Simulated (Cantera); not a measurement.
Feed: 1 mol SiCl₄, 1.6 mol HCl, 7.4 mol H₂, equilibrated at 1.00 bar.

Method: chemical equilibrium by Gibbs-energy minimisation in Cantera with the NASA 1993 tables (ideal gas, pure condensed phases). Candidate condensed phases: Si; 19 gas species. The tables' values for SiCl₃ are old estimates; treat these amounts as uncertain. Rates play no part.

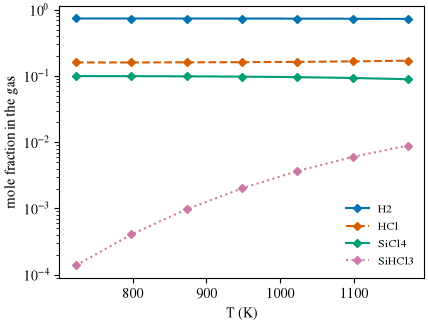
Figure: Equilibrium gas composition (values under 1e-9 drawn at 1e-9)

Q: Read off the mole fractions at 1023 K.

A: H₂ about 0.74, HCl about 0.16, SiCl₄ about 0.096, SiHCl₃ about 0.0037.
